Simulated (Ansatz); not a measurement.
## What NaCdCl3 (model cell, started as cubic perovskite with Cd in the octahedra) distorts into

Which phase does NaCdCl3 (model cell, started as cubic perovskite with Cd in the octahedra) fall into along its unstable mode, and how much energy does it gain?

Program: Ansatz 0.2.0. Level of theory: DFT r2SCAN, scalar-relativistic, plane waves, PAW; PAW set soft_1. Results are calculated unless marked as measured.

The structure was built from a prototype and need not be the compound's stable phase.

## (1) The structure

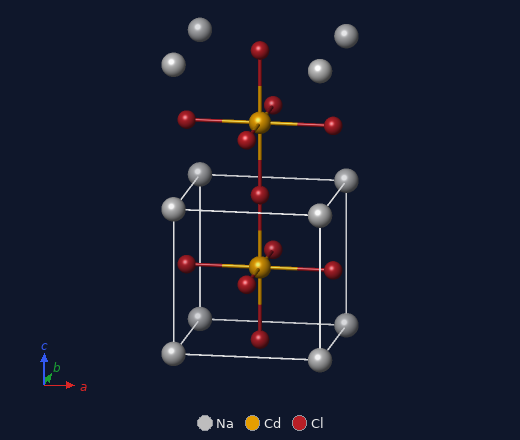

Start, viewed slightly off an axis; sodium light grey, cadmium orange, chlorine red. 1×1×2 cells are drawn. Some periodic images of atoms are drawn too.

As a file:

```cif
data_structure
_symmetry_space_group_name_H-M 'Pm-3m'
_symmetry_Int_Tables_number 221
_cell_length_a 5.1696
_cell_length_b 5.1696
_cell_length_c 5.1696
_cell_angle_alpha 90.000
_cell_angle_beta 90.000
_cell_angle_gamma 90.000
_cell_volume 138.16
loop_
_atom_site_label
_atom_site_type_symbol
_atom_site_symmetry_multiplicity
_atom_site_Wyckoff_symbol
_atom_site_fract_x
_atom_site_fract_y
_atom_site_fract_z
_atom_site_occupancy
Na1 Na 1 a 0.00000 0.00000 0.00000 1
Cd1 Cd 1 b 0.50000 0.50000 0.50000 1
Cl1 Cl 3 c 0.50000 0.50000 0.00000 1
```

## (2) Phonons on a q mesh

The cell comes from relaxations at this level that are not shown. Stability and thermal properties need the whole zone. Linear response on a 2×2×2 q mesh gives force constants as far as a supercell of that size would, and the tensors from the zone-centre run are typed in so that the long-range dipole term is interpolated apart.

input.yaml

```yaml
crystal:
  lattice:
    - [5.169590516, 0.0, 0.0]
    - [0.0, 5.169590516, 0.0]
    - [0.0, 0.0, 5.169590516]
  atoms:
    - { symbol: Na, position: [0.0, 0.0, 0.0] }
    - { symbol: Cd, position: [0.5, 0.5, 0.5] }
    - { symbol: Cl, position: [0.5, 0.5, 0.0] }
    - { symbol: Cl, position: [0.5, 0.0, 0.5] }
    - { symbol: Cl, position: [0.0, 0.5, 0.5] }
kpoints:
  mp_grid: { grid: [6, 6, 6] }
hamiltonian:
  xc: r2scan
  pseudopotentials: { kind: paw, azcp: { folder: soft_1 } }
scf:
  occupations: { method: fixed }
output:
  eigenvalues: true
phonons:
  method: dfpt
  qmesh: [2, 2, 2]
  temperatures: { t_max: 1000, t_step: 50 }
  qpath:
    path:
      - [[0.0, 0.0, 0.0], [0.0, 0.5, 0.0], [0.5, 0.5, 0.0], [0.0, 0.0, 0.0], [0.5, 0.5, 0.5], [0.0, 0.5, 0.0]]
      - [[0.5, 0.5, 0.5], [0.5, 0.5, 0.0]]
    npoints: 10
  non_analytic_term:
    high_frequency_dielectric_tensor: [[2.8991, 0.0, 0.0], [0.0, 2.8991, 0.0], [0.0, 0.0, 2.8991]]
    born_effective_charges:
      - { species: Na, tensor: [[1.2791, 0.0, 0.0], [0.0, 1.2791, 0.0], [0.0, 0.0, 1.2791]] }
      - { species: Cd, tensor: [[2.5923, 0.0, 0.0], [0.0, 2.5923, 0.0], [0.0, 0.0, 2.5923]] }
      - { species: Cl, tensor: [[-0.862, 0.0, 0.0], [0.0, -0.862, 0.0], [0.0, 0.0, -2.1475]] }
      - { species: Cl, tensor: [[-0.862, 0.0, 0.0], [0.0, -2.1475, 0.0], [0.0, 0.0, -0.862]] }
      - { species: Cl, tensor: [[-2.1475, 0.0, 0.0], [0.0, -0.862, 0.0], [0.0, 0.0, -0.862]] }
    source: "zone-centre run at this cell"
```

Command:

```console
$ ansatz run input.yaml --threads 4 --pin off --max-ram 16384MiB --backend cpu --events-out ev --progress --plain --runs-dir out
```

Numbers of over 12 decimals in the logs are rounded to 6 here.

The log of the run:

```text
Engine: ansatz 0.2.0, aarch64-unknown-linux-gnu
Pseudopotentials: kind: paw
Pseudopotential: Na, paw, valence charge 9, recommended cutoff 500 eV (meta_gga), soft_1/Na.paw.azcp
Pseudopotential: Cd, paw, valence charge 20, recommended cutoff 500 eV (meta_gga), soft_1/Cd.paw.azcp
Pseudopotential: Cl, paw, valence charge 7, recommended cutoff 500 eV (meta_gga), soft_1/Cl.paw.azcp
Functional definition: r2SCAN
  parameter k0 = 0.174
  parameter k1 = 0.065
  parameter a1 = 4.9479
  exchange = r2scan_x(k0 = k0, k1 = k1, a1 = a1)
  correlation = r2scan_c
Crystal: 5 atoms, lattice volume = 138.156 Å³
Basis set: ecut = 500 eV, 3431 PW (Γ), exchange–correlation on 400×400×400 points (1000 copies of the dense FFT grid, shifted against one another)
Bands: 30, of which v1, the nominal top of the filled ones, is band 25 counted from 1 (24 counted from 0)
Symmetry: 48 space group operations
k-points: 80 of 216 (irreducible under 2 space group operations, time reversal used)
Non-local potential: Na, projectors of the file, l = 0: 3, l = 1: 2, l = 2: 1
Non-local potential: Cd, projectors of the file, l = 0: 3, l = 1: 2, l = 2: 2, l = 3: 1
Non-local potential: Cl, projectors of the file, l = 0: 2, l = 1: 2, l = 2: 1
PAW form: soft (Blöchl's): semilocal exchange-correlation on the pseudo side does not see the compensation charge
PAW frozen core: Na, regenerated for the run's functional (the file was generated under x = pbe(κ = 0.804, μ = 0.219515), c = pbe(β = 0.066725))
PAW frozen core: Cd, regenerated for the run's functional (the file was generated under x = pbe(κ = 0.804, μ = 0.219515), c = pbe(β = 0.066725))
PAW frozen core: Cl, regenerated for the run's functional (the file was generated under x = pbe(κ = 0.804, μ = 0.219515), c = pbe(β = 0.066725))
PAW one-centre angular grid: Na, 302 points (default); XC on 317 of its mesh's 2451 points in the sphere
PAW one-centre angular grid: Cd, 590 points (default); XC on 160 Gauss nodes
PAW one-centre angular grid: Cl, 302 points (default); XC on 160 Gauss nodes
Initial density: superposition of atomic densities (chi_scale 0.1, normalization cell, long waves kept (reshape's long-wave potential 0.01 eV rms))
Initial wavefunctions: pseudopotential atomic-orbital guess
Functional: x = r2scan, c = r2scan; τ floored in thin density (d = 2e-4 eV/Å³)
SCF iter   1: F=—  HF=-13016.865731 eV  |F-HF|=—  |Δ(HF+E_count)|=         —  Δρ=6.69e-2  dr2=5.35e0  dr2_τ=1.29e-2  ethr=3.10e-3  ⟨swp⟩=5.0  Hψ=8768  notcnv=0  defer=225
preconditioner: auto → Resta (q_TF=auto, 2.303 Å⁻¹)  ε∞=3.0  [insulator: Δε(μ)=1.446 eV  Ē_g=12.932 eV  n_scr=26 (ndim 8)  ℏωp=18.4 eV  f_vac=0.056  ε∞_Penn≈3.0]
SCF iter   2: F=—  HF=-13014.963367 eV  |F-HF|=—  |Δ(HF+E_count)|=    1.90e0  Δρ=1.90e-2  dr2=4.72e-1  dr2_τ=7.40e-2  ethr=3.10e-3  ⟨swp⟩=3.0  Hψ=5516  notcnv=0  defer=226
SCF iter   3: F=—  HF=-13014.886473 eV  |F-HF|=—  |Δ(HF+E_count)|=   7.69e-2  Δρ=7.00e-3  dr2=6.16e-2  dr2_τ=2.14e-3  ethr=9.44e-4  ⟨swp⟩=3.0  Hψ=4269  notcnv=0  defer=238
SCF iter   4: F=—  HF=-13014.892054 eV  |F-HF|=—  |Δ(HF+E_count)|=   5.58e-3  Δρ=1.23e-3  dr2=2.48e-3  dr2_τ=1.50e-4  ethr=1.23e-4  ⟨swp⟩=3.0  Hψ=4956  notcnv=0  defer=238
SCF iter   5: F=—  HF=-13014.893210 eV  |F-HF|=—  |Δ(HF+E_count)|=   1.16e-3  Δρ=4.20e-4  dr2=1.85e-4  dr2_τ=1.23e-5  ethr=4.95e-6  ⟨swp⟩=3.0  Hψ=4242  notcnv=0  defer=238
SCF iter   6: F=—  HF=-13014.893395 eV  |F-HF|=—  |Δ(HF+E_count)|=   1.86e-4  Δρ=6.57e-5  dr2=5.60e-6  dr2_τ=7.85e-7  ethr=3.70e-7  ⟨swp⟩=2.0  Hψ=4136  notcnv=0  defer=238
SCF iter   7: F=—  HF=-13014.893410 eV  |F-HF|=—  |Δ(HF+E_count)|=   1.47e-5  Δρ=1.33e-5  dr2=2.93e-7  dr2_τ=2.12e-8  ethr=1.12e-8  ⟨swp⟩=2.0  Hψ=3971  notcnv=0  defer=232
SCF iter   8: F=—  HF=-13014.893415 eV  |F-HF|=—  |Δ(HF+E_count)|=   5.18e-6  Δρ=4.47e-6  dr2=2.99e-8  dr2_τ=2.76e-9  ethr=5.87e-10  ⟨swp⟩=2.0  Hψ=4071  notcnv=0  defer=206
SCF iter   9: F=—  HF=-13014.893415 eV  |F-HF|=—  |Δ(HF+E_count)|=   1.26e-8  Δρ=8.06e-7  dr2=9.55e-10  dr2_τ=1.81e-10  ethr=5.99e-11  ⟨swp⟩=2.0  Hψ=3996  notcnv=0  defer=206
SCF iter  10: F=—  HF=-13014.893415 eV  |F-HF|=—  |Δ(HF+E_count)|=   1.06e-9  Δρ=1.64e-7  dr2=5.28e-11  dr2_τ=2.25e-12  ethr=1.91e-12  ⟨swp⟩=2.0  Hψ=3920  notcnv=0  defer=206
SCF iter  11: F=-13014.893415 eV  HF=-13014.893415 eV  |F-HF|=5.46e-12  |Δ(HF+E_count)|=  8.00e-11  Δρ=2.79e-8  dr2=1.37e-12  dr2_τ=5.51e-14  ethr=1.00e-12  ⟨swp⟩=15.7  Hψ=15916  notcnv=0
SCF 1 converged in 11 iterations: F = -13014.893415 eV  dr2 = 1.37e-12
  greatest PAW one-centre occupation: 1.002 electrons in one spin orbital (limit 2), on the Na atom at site 0 (counted from 0), in its partial waves of l = 0
DFPT response loops at Γ: preconditioner auto → none (the input reference at scf.mixing.eps_inf says where Resta's filter doesn't serve); β = 0.50; Broyden in place of MSR1
NSCF: frozen V_eff on 20 k-points
NSCF: frozen V_eff on 128 k-points
DFPT response loops at q = (0, 0, -0.5) (fractional): mixed as the last ones told, above
NSCF: frozen V_eff on 128 k-points
DFPT response loops at q = (0, -0.5, -0.5) (fractional): mixed as the last ones told, above
NSCF: frozen V_eff on 128 k-points
DFPT response loops at q = (-0.5, -0.5, -0.5) (fractional): mixed as the last ones told, above
SCF converged after 11 iterations
Free energy (F): -13014.893415 eV
Harris-Foulkes:  -13014.893415 eV  (|F-HF|=5.46e-12)
Internal energy: -13014.893415 eV  (E = F + TS)
E sigma→0 (E₀):  -13014.893415 eV
Fermi energy:    1.932141 eV
--- Per-component energies (eV) ---
  E_band       = -918.343885
  E_kinetic    = 1011.273431
  E_local      = -7014.423978  (includes V_loc(G=0)·N_el)
  E_nonlocal   = 496.725272
  E_hartree    = 2951.079612
  E_xc         = -493.621828
  E_vxc        = -651.433688  (∫ρ·V_xc dr)
  E_paw        = -6423.840105  (= ΣΔE_a)
  E_vpaw       = -702.340917  (= ΣTr[D̂ρ^β])
  E_aug_tail   = 0.000003  (compensation charges beyond the density's cutoff)
  E_vtau       = 39.696793  (kinetic-family band-sum trace: ∫τ·v_τ [+ j·A + Jᵃ·Aᵃ] dr)
  E_ewald      = -3541.085570
  E_core_change = -1.000252  (= ΣΔE_core)
  E_smearing   = -0.000000  (= −TS)
  E_closure    = -0.000000  (closes the sum)
  Σ components = -13014.893415   (vs F -13014.893415, Δ=0.00e0)
--- Band table (eV; the first three rows and the last of 80) ---
  k-point 0: bands = [... 21 lower, 0.9713, 1.1072, 1.1072, 1.1072, 4.5247, 6.4476, 10.4231, 10.4231, ... 1 higher]
  k-point 1: bands = [... 21 lower, 0.9469, 0.9469, 1.0846, 1.0846, 5.0534, 6.7244, 10.2286, 10.7348, ... 1 higher]
  k-point 2: bands = [... 21 lower, 0.8648, 0.8648, 1.0646, 1.0646, 6.2813, 7.4458, 9.5548, 11.2896, ... 1 higher]
  k-point 79: bands = [... 21 lower, 1.6157, 1.6157, 1.9321, 1.9321, 7.3886, 9.0814, 9.0814, 9.0814, ... 1 higher]
--- Phonons (Γ-DFPT): 4 representative perturbations + reference, on 80 of 216 k-points (Σ response iterations 26) ---
  k mesh reduced under 2 symmetry operations, with k and −k counted as one. Each operation leaves every solved perturbation unchanged. A smaller set is not considered because the functional reads the kinetic-energy density
  ASR residual: 6.859e-5 → 0.000e0 eV/Å²; symmetrization residual: 1.035e-5 eV/Å²
  ASR residual per site (eV/Å²): 6.86e-5 1.77e-5 1.73e-5 1.73e-5 1.73e-5
  Γ frequencies (cm⁻¹): -92.78 -92.78 -92.78 0.00 0.00 0.00 11.13 11.13 11.13 75.55 75.55 75.55 266.84 266.84 266.84
--- Phonons (arbitrary-q DFPT): 4 irreducible q on the 2×2×2 mesh ---
  q = [0.0000, 0.0000, 0.0000] (star 1, of the zone-centre solve; hermiticity 2.65e-6, symmetrization 4.70e-8): -92.78 -92.78 -92.78 -0.00 0.00 0.00 11.13 11.13 11.13 75.55 75.55 75.55 266.84 266.84 266.84
  q = [0.0000, 0.0000, -0.5000] (star 3, 9 solved perturbations in 504 linear systems a pass and spin channel, the states on 64 of 216 k-point pairs; hermiticity 2.11e-6, symmetrization 8.87e-12): -84.42 -84.42 -23.05 -23.05 28.94 57.66 61.61 61.61 63.51 63.51 88.58 144.57 266.08 266.08 277.09
  q = [0.0000, -0.5000, -0.5000] (star 3, 9 solved perturbations in 504 linear systems a pass and spin channel, the states on 64 of 216 k-point pairs; hermiticity 2.63e-6, symmetrization 1.11e-12): -88.72 -84.66 -84.66 -71.72 47.19 47.19 59.88 86.61 86.61 113.88 148.58 148.58 174.77 265.52 298.69
  q = [-0.5000, -0.5000, -0.5000] (star 1, 4 solved perturbations in 184 linear systems a pass and spin channel, the states on 64 of 216 k-point pairs; hermiticity 1.41e-6, symmetrization 1.28e-11): -88.86 -88.86 -88.86 -86.29 -86.29 -86.29 122.00 122.00 122.00 141.94 141.94 141.94 173.93 173.93 318.05
  sum rule: each row above includes the acoustic sum rule's correction from the zone centre's row sums; it moved no ω² by more than (0.90 cm⁻¹)²
  mesh force constants: q→R imaginary residual 3.98e-18; ASR residual 6.859e-5 → 0.000e0 eV/Å²; symmetrization residual 8.882e-15 eV/Å²
  interpolated dispersion: 63 rows × 15 modes
  density of states and harmonic sums: on the 12×12×12 q-mesh, interpolated from the force constants of a 2×2×2 supercell (with the dipole–dipole term of supplied tensors)
  largest difference from the sums on the solved wave vectors: F 1.57e-1 eV, S 2.01e-4 and C_V 5.11e-5 eV/K
  zero-point energy: 0.086093 eV/cell   skipped modes (ω ≤ 0): 416, of them read as no rigid motion or as one in doubt: 413 (5.010e0 modes/cell left out, lowest -92.78 cm⁻¹)   left out of the sums: 3.34e-1 of the cell's modes: C_V's classical limit lies that fraction below 3 k_B per atom; for a crystal, a wire or a layer, F and S can be off by more, and a phonons.interpolated_qmesh denser along its periods is the remedy for the sampling
```

Run time: 16 min. Hardware: 4 threads of Arm Neoverse V2, shared host; peak memory 14 GiB; 64 min of CPU time.

Numbers from this step:

```yaml
gap_on_the_k_mesh: 2.593 eV
volume_per_atom: 27.63 Å³
sum_rule_residual_before_enforcement: 6.86e-5 eV/Å²
lowest_frequency_on_the_path: -92.78 cm⁻¹
point_group: m-3m
highest_frequency_on_the_path_or_at_a_solved_wavevector: 318.1 cm⁻¹
highest_optical_mode_at_the_zone_centre_no_lo_to_term: 266.8 cm⁻¹
lowest_optical_zone_centre_mode: -92.78 cm⁻¹
lowest_mode_on_the_q_mesh_acoustic_modes_at_gamma_apart: -92.78 cm⁻¹
```

Frequencies (cm⁻¹) solved at each irreducible wavevector; negative means imaginary. Frequencies by wavevector, by row:

```csv
q in reciprocal lattice units,star,mode 1,mode 2,mode 3,mode 4,mode 13,mode 14,mode 15
0 0 0,1,-92.8,-92.8,-92.8,0,266.8,266.8,266.8
0 0 -0.5,3,-84.4,-84.4,-23.1,-23.1,266.1,266.1,277.1
0 -0.5 -0.5,3,-88.7,-84.7,-84.7,-71.7,174.8,265.5,298.7
-0.5 -0.5 -0.5,1,-88.9,-88.9,-88.9,-86.3,173.9,173.9,318.1
```

Interpolated from a 2×2×2 q mesh, with the LO-TO term (at Γ the limit along the path; where Γ stands inside the path, tables give the limit on arrival). The phonon branches at the labelled points (cm⁻¹):

```csv
point,branch 1,branch 2,branch 3,branch 4,branch 12,branch 13,branch 14,branch 15
Γ,-93,-93,0,0,110,267,267,305
X,-84,-84,-23,-23,145,266,266,277
M,-89,-85,-85,-72,149,175,266,299
Γ,-93,-93,0,0,110,267,267,305
R,-89,-89,-89,-86,142,174,174,318
X,-84,-84,-23,-23,145,266,266,277
jump to R,-89,-89,-89,-86,142,174,174,318
M,-89,-85,-85,-72,149,175,266,299
```

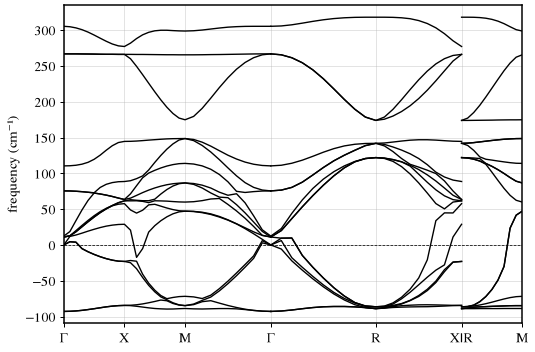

Phonon branches along the path.

Symmetry leaves 4 wavevectors to solve. The lowest mode among them, the acoustic zeros apart, lies at Γ and is imaginary, 92.8i cm⁻¹, so the energy falls along it.

## (3) The mode frozen in, largest atomic shift 0 Å

The mode followed lies at Γ with frequency 92.8i cm⁻¹ and is 3-fold degenerate, the softest among the wavevectors solved. At small amplitude the distorted cell has space group no. 160 by a symmetry search on the positions. The undistorted cell that holds it gives the zero of energy on the same k mesh.

input.yaml, the sections that differ from step 2:

```yaml
scf:
  occupations: { method: gaussian, width: 0.02 }
output:
  forces: true
  stress: true
  eigenvalues: true
# crystal, kpoints, hamiltonian: as in step 2
# phonons: removed
```

The log of the run:

```text
[...]
Crystal: 5 atoms, lattice volume = 138.156 Å³
Basis set: ecut = 500 eV, 3431 PW (Γ), exchange–correlation on 160×160×160 points (64 copies of the dense FFT grid, shifted against one another)
Bands: 30, of which v1, the nominal top of the filled ones, is band 25 counted from 1 (24 counted from 0)
Symmetry: 48 space group operations
[...]
k-points: 20 of 216
[...]
P = ⅓ Tr σ = -0.0078 GPa (-0.078 kbar)
--- Band table (eV; the first three rows and the last of 20) ---
  k-point 0: bands = [... 21 lower, 0.9712, 1.1071, 1.1071, 1.1071, 4.5246, 6.4476, 10.4230, 10.4230]
  k-point 1: bands = [... 21 lower, 0.9468, 0.9468, 1.0845, 1.0845, 5.0533, 6.7245, 10.2286, 10.7347]
  k-point 2: bands = [... 21 lower, 0.8647, 0.8647, 1.0645, 1.0645, 6.2812, 7.4458, 9.5547, 11.2896]
  k-point 19: bands = [... 21 lower, 1.6156, 1.6156, 1.9320, 1.9320, 7.3887, 9.0813, 9.0813, 9.0813]
[key lines of the parts left out:]
SCF converged after 8 iterations
Free energy (F): -13014.893415 eV
Fermi energy:    3.228345 eV
```

Elapsed: 3 s, on 4 threads; peak memory 0.7 GiB.

Numbers from this step:

* pressure: -0.007820 GPa
* energy from the undistorted cell: 0 meV/atom

At this level the gap is 2.59 eV on the k-mesh of the self-consistent run, which can miss the band edges.

## (4) The mode frozen in, largest atomic shift 0.6 Å

The atoms are moved along the unstable eigenvector, the largest shift by 0.6 Å, with the cell fixed.

input.yaml, the sections that differ from step 3:

```yaml
crystal:
  lattice:
    - [5.169590516, 0.0, 0.0]
    - [0.0, 5.169590516, 0.0]
    - [0.0, 0.0, 5.169590516]
  atoms:
    - { symbol: Na, position: [-0.0670092071, 0.0670092071, 0.0670092071] }
    - { symbol: Cd, position: [0.4992900954, 0.5007099046, 0.5007099046] }
    - { symbol: Cl, position: [0.5205036966, 0.4794963034, -0.0047000659] }
    - { symbol: Cl, position: [0.5205036966, -0.0047000659, 0.4794963034] }
    - { symbol: Cl, position: [0.0047000659, 0.4794963034, 0.4794963034] }
# kpoints, hamiltonian, scf, output: as in step 3
```

The log of the run:

```text
[...]
Crystal: 5 atoms, lattice volume = 138.156 Å³
Basis set: ecut = 500 eV, 3431 PW (Γ), exchange–correlation on 160×160×160 points (64 copies of the dense FFT grid, shifted against one another)
Bands: 30, of which v1, the nominal top of the filled ones, is band 25 counted from 1 (24 counted from 0)
Symmetry: 6 space group operations
[...]
P = ⅓ Tr σ = 0.3020 GPa (3.020 kbar)
--- Band table (eV; the first three rows and the last of 32) ---
  k-point 0: bands = [... 21 lower, 0.9242, 0.9820, 1.0500, 1.0500, 4.4523, 6.6121, 10.4045, 10.4045]
  k-point 1: bands = [... 21 lower, 0.8685, 0.9070, 0.9949, 1.0256, 4.9763, 6.8816, 10.2541, 10.7048]
  k-point 2: bands = [... 21 lower, 0.7357, 0.8607, 0.9808, 0.9936, 6.1844, 7.5846, 9.6482, 11.2679]
  k-point 31: bands = [... 21 lower, 1.4888, 1.5655, 1.8108, 1.8108, 7.5772, 8.8400, 9.0638, 9.0638]
[key lines of the parts left out:]
SCF converged after 9 iterations
Free energy (F): -13015.028120 eV
Fermi energy:    3.131621 eV
```

Elapsed: 7.9 s, on 4 threads; peak memory 0.65 GiB.

This step gave:

- pressure: 0.3020 GPa
- gap on the k-mesh: 2.641 eV
- energy from the undistorted cell: -26.94 meV/atom

The energy, extrapolated to zero smearing, is -26.94 meV/atom against the undistorted cell.

The run ends at a pressure of 0.30 GPa, with forces up to 0.25 eV/Å.

## (5) Energy along the mode, all amplitudes (two of the runs are shown above)

An imaginary frequency means negative curvature, so the energy should fall and then rise again as anharmonic terms take over.

Numbers from this step:

```yaml
depth_at_the_lowest_point_sampled: 26.94 meV/atom
largest_atomic_shift_at_that_point: 0.6 Å
```

Table of energy from the parent by largest atomic shift:

```csv
largest atomic shift (Å),energy from the parent (meV/atom)
0.000,0
0.040,-0.151
0.080,-0.602
0.140,-1.83
0.220,-4.46
0.320,-9.14
0.450,-17.0
0.600,-26.9
```

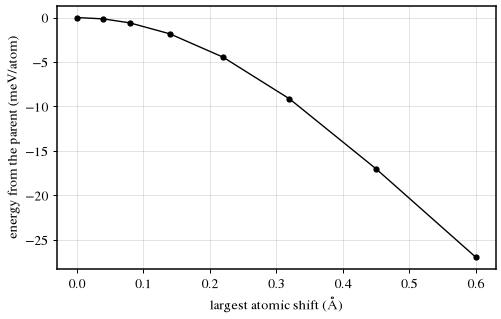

Energy from the parent, plotted against largest atomic shift.

Displacement at unit largest shift by atom:

```csv
atom,x (Å),y (Å),z (Å),size
Na1,-0.577,0.577,0.577,0.999
Cd2,-0.006,0.006,0.006,0.010
Cl3,0.177,-0.177,-0.040,0.253
Cl4,0.177,-0.040,-0.177,0.253
Cl5,0.040,-0.177,-0.177,0.253
```

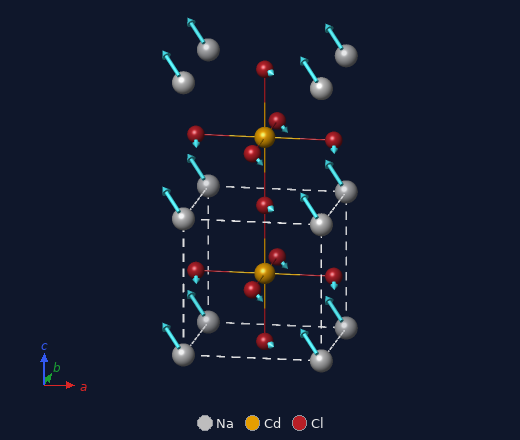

Displacement at unit largest shift as arrows, the longest 0.999 Å. 1×1×2 cells are drawn. Some periodic images of atoms are drawn too.

The lowest of the steps tried is the last one, at 0.6 Å, 26.9 meV/atom below the parent; the bottom of the well need not coincide with a step.

(Continued in part 2 of 3.)

[Logs are printed without paths, hosts, clocks, repeated set-up lines and the standing remarks that a program may print on its own settings, such as how far it seeks lower states.]

[Hosts, paths, dates, database ids (printed as entryN), source tags and the programs' standing remarks are cut or masked in the printed files.]
